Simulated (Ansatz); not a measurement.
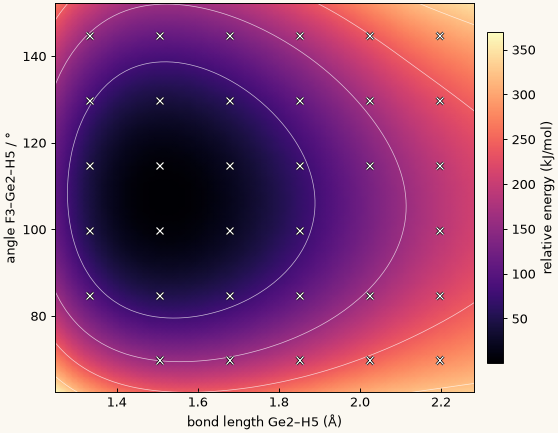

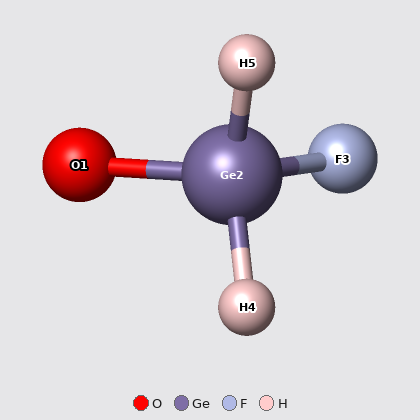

Energy landscape of FGeH2O, SMILES [O][GeH2][F], spin multiplicity 2. Coordinates scanned: (1) bond length Ge2–H5; (2) angle F3–Ge2–H5. Nothing is relaxed (all other coordinates rigid). The grid has 13 × 13 points. At 34 points there is no value. Points are written as (first, second). All energies are given in kJ/mol relative to the relaxed molecule at the same level. In part of the range the unrestricted reference is strongly spin-contaminated. These are results of Ansatz, UHF/def2-TZVP, not measurements.

Drawn: a smooth colour map with a few white contour lines, crosses at grid points without a value. Between grid points the surface is interpolated. The second picture is the structure at the lowest point.

> Summarise what can be read from the map.

The lowest grid point is at (1.506 Å, 107.3°), 0.23 kJ/mol from the relaxed molecule at the same level. It is the only kind of minimum in the scanned range. The highest grid point, (1.247 Å, 62.3°), lies 369 kJ/mol above the lowest. Round the minimum the two coordinates are nearly uncoupled.

The input of one point:

```yaml
crystal:
  periodic: [false, false, false]
  atoms:
    - { symbol: O, position_ang: [-0.565379, 0.000234, 1.602595] }
    - { symbol: Ge, position_ang: [0.089814, -0.057965, -0.042867] }
    - { symbol: F, position_ang: [-0.957172, 0.829911, -1.055926] }
    - { symbol: H, position_ang: [0.05315, -1.505663, -0.508707] }
    - { symbol: H, position_ang: [1.417157, 0.653485, -0.036903] }
magnetization:
  spin_polarized: true
  initial_magnetization: 1
basis:
  gaussian: { orbitals: def2-TZVP }
hamiltonian:
  xc: hf
output:
  forces: true
```

Time for the 135 points that were run: 39 min on 1 thread of Arm Neoverse V2 (shared host).
